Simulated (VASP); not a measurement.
Band structure of BaTiO$_{3}$ (tetragonal perovskite). Computed with RPBE GGA, VASP's PBE PAW potentials (set 64) (plane waves; VASP).

Unless said otherwise, spin-orbit coupling is left out, though it shifts the bands of the heavy elements here.

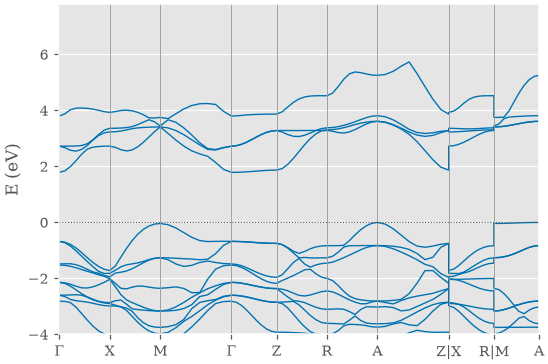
Figure. Bands along high-symmetry lines, zero at the valence-band maximum or, without a gap, the Fermi level

### Question
Read the plot: is there a gap, and where are the band edges?

### Answer
The gap is indirect, 1.79 eV, from the valence maximum at A to the conduction minimum at Γ. (Edges off the drawn lines would not show.)

The compound is BaTiO3 in the tetragonal perovskite structure. It was relaxed first, which changed the volume by +11 %.
